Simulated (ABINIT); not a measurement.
# CaO (Fm-3m): G0W0 in ABINIT against the screening cutoff in the self-energy, part 2 of 2

Aim: move the screening cutoff in the self-energy of a G0W0 run on CaO (Fm-3m) over a wide range.

ABINIT 10.8.3; PBE and many-body steps on it, plane waves. Known limits of the many-body steps: not at the basis limit; coarse k mesh.

So far. Step 2 (Screening, 4×4×4 mesh, 90 bands, screening to 217.7 eV): Local fields lower ε∞ by 9 %. On a Γ-centred mesh this coarse the value itself is usually too large, while a short band sum pulls it down. Step 5 (2.8 Ha): The gap on the mesh goes from 3.66 eV to 5.72 eV, a correction of +2.06 eV.

## 6. 4 Ha

Level of this step: G0W0 on PBE, plane waves, norm-conserving pseudopotentials (ABINIT).

Contents of run.abi:

```
acell 3*1.0 Angstrom
rprim 
  -0.000000000000 2.403555696000 2.403555696000
  2.403555696000 -0.000000000000 2.403555696000
  2.403555696000 2.403555696000 -0.000000000000
ntypat 2
znucl 20 8
natom 2
typat 1 2
xred 
  0.000000000000 0.000000000000 0.000000000000
  0.500000000000 0.500000000000 0.500000000000
pp_dirpath "pseudos"
pseudos "Ca.upf, O.upf"
ecut 36
ngkpt 4 4 4
nshiftk 1
shiftk 0 0 0
kptopt 1
chksymbreak 0
istwfk *1
occopt 1
irdwfk 1
optdriver 4
nband 90
gwcalctyp 0
ecutsigx 36
symsigma 1
nkptgw 2
kptgw 
  0.0000000000 0.0000000000 0.0000000000
  0.5000000000 0.5000000000 0.0000000000
bdgw 
  6 12
  7 10
ecuteps 4
irdscr 1
ppmodel 1
indata_prefix "in"
outdata_prefix "out"
tmpdata_prefix "tmp"
```

On the command line:

```sh
> OMP_NUM_THREADS=1 mpirun -n 4 abinit run.abi > log
```

What it wrote:

```text
.Version 10.8.3 of ABINIT. v10.8.2 released Aug 2026.

 Symmetries : space group Fm -3 m (#225); Bravais cF (face-center cubic)
[... echo of the input left out ...]
== DATASET  1 ==================================================================
-   mpi_nproc: 4, omp_nthreads: 1 (-1 if OMP is not activated)

--- !DatasetInfo
iteration_state: {dtset: 1, }
dimensions: {natom: 2, nkpt: 8, mband: 90, nsppol: 1, nspinor: 1, nspden: 1, mpw: 1964, }
cutoff_energies: {ecut:  36.0, pawecutdg:  -1.0, }
[...]
Band     E0 <VxcDFT>   SigX SigC(E0)      Z dSigC/dE  Sig(E)    E-E0       E
[...]
9   8.757 -11.435  -5.853  -4.132   0.852  -0.174 -10.199   1.235   9.992
       10  13.145 -16.134  -8.827  -4.690   0.840  -0.191 -13.937   2.197  15.342

== END DATASET(S) ==============================================================
================================================================================

 -outvars: echo values of variables after computation  --------
           etotal      0.0000000000E+00
            nband          90
             nkpt           8
          spgroup         225
 [... the other variables as echoed above ...]

 Calculation completed.
```

Elapsed: 3 s, on 4 MPI ranks of Arm Neoverse V2, shared host; peak memory 0.13 GiB.

Numbers from this step:

```
G0W0 gap on the points computed              : 5.713 eV
starting gap on the mesh                     : 3.662 eV
k of the valence top                         : 0, 0, 0
k of the conduction bottom                   : 0.5, 0.5, 0
least direct G0W0 gap on the computed points : 6.089 eV
```

Against the run before, the gap moves by −0.010 eV.

## 7. 6 Ha

run.abi, as its differences from that of step 6:

```diff
@@ -35,3 +35,3 @@
   7 10
-ecuteps 4
+ecuteps 6
 irdscr 1
```

What it wrote:

```text
.Version 10.8.3 of ABINIT. v10.8.2 released Aug 2026.

 Symmetries : space group Fm -3 m (#225); Bravais cF (face-center cubic)
[... echo of the input left out ...]
== DATASET  1 ==================================================================
-   mpi_nproc: 4, omp_nthreads: 1 (-1 if OMP is not activated)

--- !DatasetInfo
iteration_state: {dtset: 1, }
dimensions: {natom: 2, nkpt: 8, mband: 90, nsppol: 1, nspinor: 1, nspden: 1, mpw: 1964, }
cutoff_energies: {ecut:  36.0, pawecutdg:  -1.0, }
[...]
Band     E0 <VxcDFT>   SigX SigC(E0)      Z dSigC/dE  Sig(E)    E-E0       E
[...]
9   8.757 -11.435  -5.853  -4.105   0.851  -0.175 -10.178   1.257  10.014
       10  13.145 -16.134  -8.827  -4.657   0.836  -0.197 -13.919   2.215  15.360

== END DATASET(S) ==============================================================
================================================================================

 -outvars: echo values of variables after computation  --------
           etotal      0.0000000000E+00
            nband          90
             nkpt           8
          spgroup         225
 [... the other variables as echoed above ...]

 Calculation completed.
```

Run time: 4.3 s. Hardware: 4 MPI ranks; peak memory 0.52 GiB.

Numbers from this step:

```
G0W0 gap on the points computed              : 5.737 eV
starting gap on the mesh                     : 3.662 eV
k of the valence top                         : 0, 0, 0
k of the conduction bottom                   : 0.5, 0.5, 0
least direct G0W0 gap on the computed points : 6.163 eV
```

Against the run before, the gap moves by +0.024 eV.

## 8. 8 Ha

run.abi, as its differences from that of step 7:

```diff
@@ -35,3 +35,3 @@
   7 10
-ecuteps 6
+ecuteps 8
 irdscr 1
```

What it wrote:

```text
.Version 10.8.3 of ABINIT. v10.8.2 released Aug 2026.

 Symmetries : space group Fm -3 m (#225); Bravais cF (face-center cubic)
[... echo of the input left out ...]
== DATASET  1 ==================================================================
-   mpi_nproc: 4, omp_nthreads: 1 (-1 if OMP is not activated)

--- !DatasetInfo
iteration_state: {dtset: 1, }
dimensions: {natom: 2, nkpt: 8, mband: 90, nsppol: 1, nspinor: 1, nspden: 1, mpw: 1964, }
cutoff_energies: {ecut:  36.0, pawecutdg:  -1.0, }
[...]
Band     E0 <VxcDFT>   SigX SigC(E0)      Z dSigC/dE  Sig(E)    E-E0       E
[...]
9   8.757 -11.435  -5.853  -4.097   0.851  -0.176 -10.171   1.264  10.020
       10  13.145 -16.134  -8.827  -4.660   0.835  -0.198 -13.925   2.210  15.355

== END DATASET(S) ==============================================================
================================================================================

 -outvars: echo values of variables after computation  --------
           etotal      0.0000000000E+00
            nband          90
             nkpt           8
          spgroup         225
 [... the other variables as echoed above ...]

 Calculation completed.
```

Elapsed: 5.7 s, on 4 MPI ranks; peak memory 0.48 GiB.

Numbers from this step:

```yaml
g0w0_gap_on_the_points_computed: 5.741 eV
starting_gap_on_the_mesh: 3.662 eV
k_of_the_valence_top: 0, 0, 0
k_of_the_conduction_bottom: 0.5, 0.5, 0
least_direct_g0w0_gap_on_the_computed_points: 6.167 eV
```

Against the run before, the gap moves by +0.004 eV.

## 9. The runs together

Times are wall times on 4 MPI ranks of Arm Neoverse V2, shared host, good to a factor of about two. A run's time includes the screening step that it read.

| run | mesh | bands | screening cutoff (eV) | DFT gap (eV) | gap on the mesh (eV) | direct (eV) | ε∞ used | time |
| --- | --- | --- | --- | --- | --- | --- | --- | --- |
| 0.8 Ha | 4×4×4 | 90 | 21.8 | 3.662 | 6.709 | 6.996 | 3.67 | 11 s |
| 1.6 Ha | 4×4×4 | 90 | 43.5 | 3.662 | 6.090 | 6.273 | 3.67 | 12 s |
| 2.8 Ha | 4×4×4 | 90 | 76.2 | 3.662 | 5.723 | 6.055 | 3.67 | 12 s |
| 4 Ha | 4×4×4 | 90 | 108.8 | 3.662 | 5.713 | 6.089 | 3.67 | 12 s |
| 6 Ha | 4×4×4 | 90 | 163.3 | 3.662 | 5.737 | 6.163 | 3.67 | 13 s |
| 8 Ha | 4×4×4 | 90 | 217.7 | 3.662 | 5.741 | 6.167 | 3.67 | 15 s |

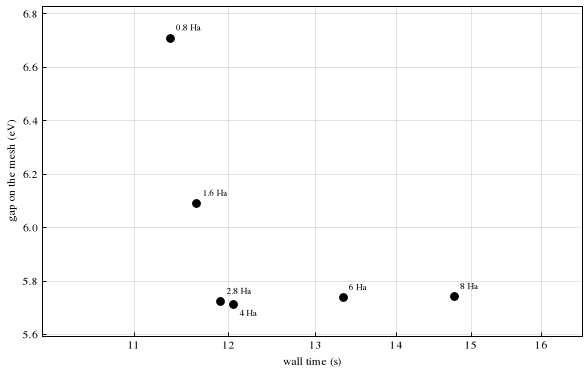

Result against wall time.

## 10. What came out

* 0.8 Ha: 6.709 eV
* 1.6 Ha: 6.090 eV
* 2.8 Ha: 5.723 eV
* 4 Ha: 5.713 eV
* 6 Ha: 5.737 eV
* 8 Ha: 5.741 eV
* known limits: not at the basis limit; coarse k mesh

What this shows: The setting moved: screening cutoff in the self-energy. From 0.8 Ha to 8 Ha the gap moves by −0.97 eV, not steadily: it passes through 5.71 eV. It holds to 0.03 eV from 2.8 Ha on. Bands and screening cutoff are coupled, so a series along one setting does not show full convergence. Bands and cutoff are finite, so the gap is not at the basis limit. The miss can reach some tenths of an eV and take either sign; the mesh is an error of its own. In the G0W0 runs levels were corrected at 2 k points alone, so a gap called «on the mesh» is the least over those, and an edge elsewhere would be missed. The 4×4×4 mesh is coarse for this cell, which bears on the long-range parts of exchange and screening.

[Paths, hosts, dates, memory and timing lines, banners, echoed tables and standing remarks are left out of the program output.]

[Logs are printed without paths, hosts, clocks, repeated set-up lines and the standing remarks that a program may print on its own settings, such as how far it seeks lower states.]

[Runs of the session that timed out or met a known fault of the program may be left out.]

[Hosts, paths, dates, database ids (printed as entryN), source tags and the programs' standing remarks are cut or masked in the printed files.]

[G0W0 gaps are taken among the corrected bands and points alone; a level outside them can change the order at an edge.]

[Where Ansatz stands beside ABINIT at settings called matched, ABINIT's density can come from a denser mesh and the files from another edition; pairs whose starting gaps differed by over 0.03 eV were left out, so agreement reads better than it is.]
